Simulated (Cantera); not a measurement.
Charge: 1 mol CH3Cl, a varied amount of F2, at 1727 °C and 9.00 Torr.

Method: chemical equilibrium by Gibbs-energy minimisation in Cantera with the NASA 1993 tables (ideal gas, pure condensed phases). Candidate condensed phases: C, C6H6, C7H8, C8H18; 118 gas species. Rates play no part.

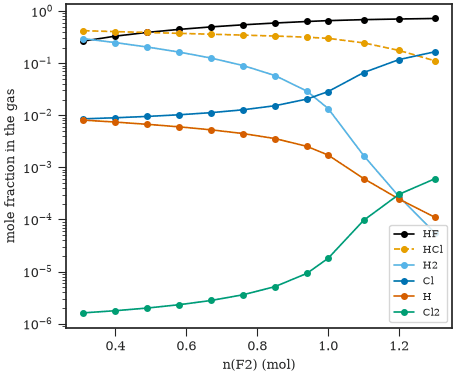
*Equilibrium gas composition (values under 1e-9 drawn at 1e-9)*

Question: Read off the mole fractions at 0.49 mol F2.

Answer: HF about 0.39, HCl about 0.39, H2 about 0.20, Cl about 0.0095, H about 0.0067, Cl2 about 2.0e-6.
